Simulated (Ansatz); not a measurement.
**BrGeH4OP (SMILES [OH][GeH]([PH2])[Br]): density, localisation and related maps**

Input

```
crystal:
  periodic: [false, false, false]
  atoms:
    - {symbol: O, position_ang: [0.180539, 1.478755, -1.124033]}
    - {symbol: Ge, position_ang: [-0.386027, 0.249606, 0.017071]}
    - {symbol: P, position_ang: [1.167416, -1.441457, -0.124243]}
    - {symbol: Br, position_ang: [-2.422881, -0.582090, -0.714081]}
    - {symbol: H, position_ang: [-0.407604, 2.235855, -1.186831]}
    - {symbol: H, position_ang: [-0.676129, 0.888963, 1.388004]}
    - {symbol: H, position_ang: [2.074111, -0.752448, 0.728611]}
    - {symbol: H, position_ang: [0.562875, -2.134385, 0.959600]}
basis:
  gaussian: {orbitals: def2-TZVPP}
hamiltonian: {xc: pbe0, dispersion: d4}
output: {orbitals: {seedname: orbitals}}
```

Command:

```sh
ansatz run in.yaml --threads 4 --pin off --events-out ev --progress --plain --max-ram 10444MiB
```

Geometry: PBE0-D4/def2-TZVP.

Level of theory: Ansatz 0.2.0, RKS PBE0-D4/def2-TZVPP.

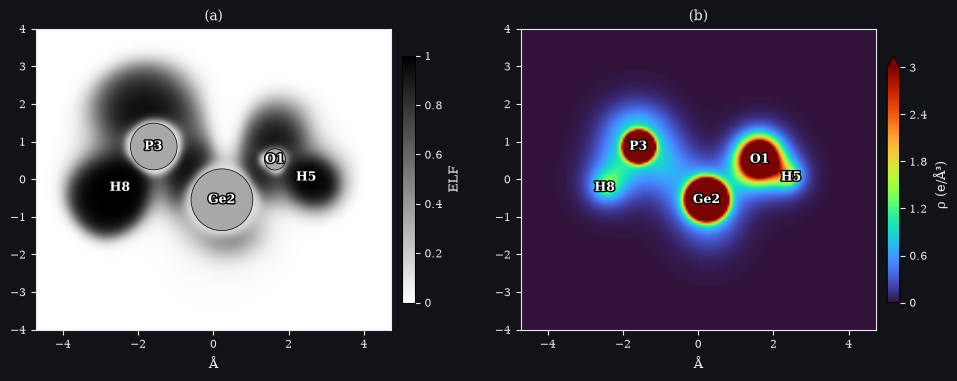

Figure 1. (a) electron localisation function; (b) electron density on the plane of atoms O1, Ge2 and P3. Grey discs cover the atomic cores in the ELF map.

Question: Interpret the plot.

Answer:
- Atoms in the plane: O, Ge, P and H.
- Ge–O (1.77 Å): ρ at the midpoint is about 1 e/Å³; the ELF peaks at about 0.85 in the valence shell of O, 0.6 Å from its nucleus, and is about 0.35 at the midpoint.
- Ge–P (2.30 Å): the density is about 0.7 e/Å³ at the midpoint; the ELF peaks at about 0.90 between the atoms (a covalent bond).
- O–H (0.96 Å): the density is about 3.8 e/Å³ at the midpoint; the ELF climbs to about 1 towards the hydrogen, as it does in any bond to H: a covalent bond by its length.
- P–H (1.42 Å): the density is about 1.1 e/Å³ at the midpoint; the ELF climbs to about 1 towards the hydrogen.
- The ELF also peaks beside O1 and P3, away from the bonds: lone-pair regions.

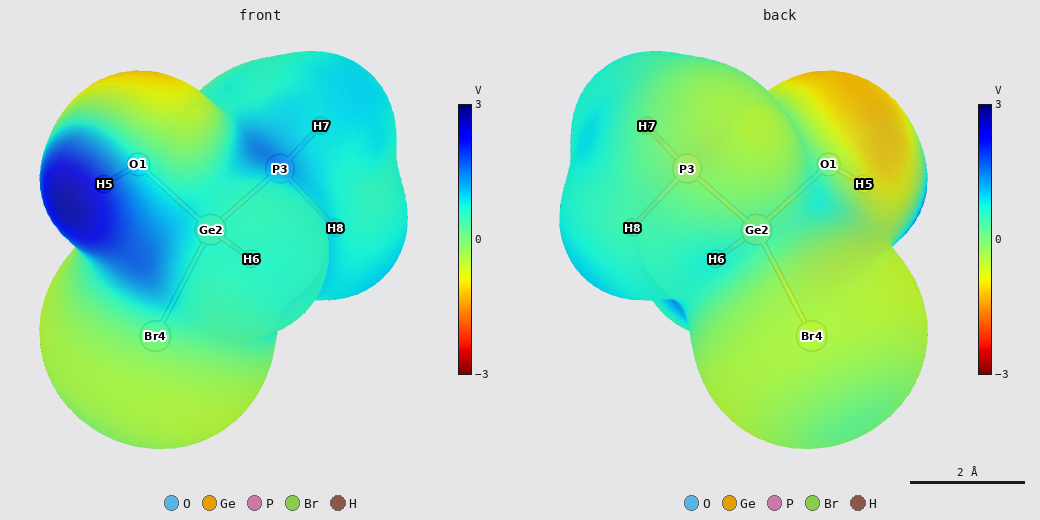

Figure 2. The electrostatic potential painted on the density surface at 0.002 e/bohr³, seen from the front and from behind; red is negative and blue positive.

Question: Describe the electrostatic potential map.

Answer: The most negative region (about −1.3 V, or −30 kcal/mol for a unit charge) lies over O1, the most positive (about +2.5 V, or +58 kcal/mol for a unit charge) over H5. Br4 shows a σ-hole: about +0.2 V at the tip opposite its bond, against about −0.4 V, or −9 kcal/mol for a unit charge on its flanks. O1 is the likeliest acceptor of a hydrogen bond.

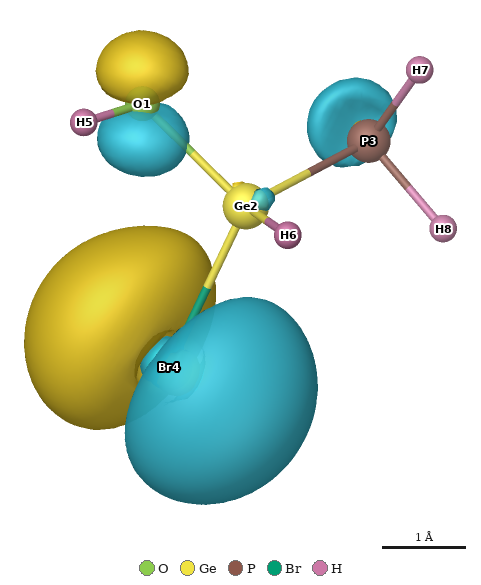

Figure 3. The HOMO−1 at ±0.1 Å⁻³ᐟ² (yellow and cyan are the two phases), seen at a tilt.

Question: Where does this orbital lie, and at what energy?

Answer: Its weight (Hirshfeld) is mainly on Br4 (about 85 %); largely a lone pair of Br4. Its energy is −8.42 eV.
